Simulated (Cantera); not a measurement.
Input: 1 mol Si3N4, 0.21 mol N2O, 240 mol H2, 1.2 mol CO2, equilibrated at 250000 Pa.

Equilibrium computed with Cantera from the NASA thermochemical tables; the gas is ideal and each condensed phase is pure. Candidate condensed phases: C, C6H6, C7H8, C8H18, H2O, Si, SiC, SiO2, Si2N2O, Si3N4; 151 gas species. Mutual solubility and eutectic melting of coexisting phases are not modelled. The tables hold silica as quartz up to 1696 K and as liquid above; real silica turns to tridymite and cristobalite and melts near 1996 K. Gases not in the tables: Si2H6 and higher silanes. Rates play no part.

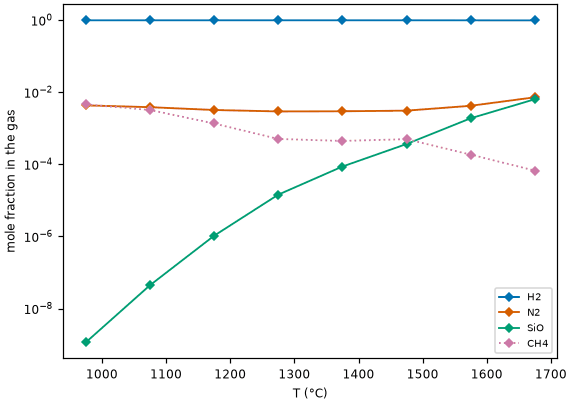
Equilibrium gas composition (values under 1e-9 drawn at 1e-9)

**Question.** Read off the mole fractions at 1075 °C.

**Answer.** H2 about 0.99, N2 about 0.0039, CH4 about 0.0032, SiO about 4.4e-8.
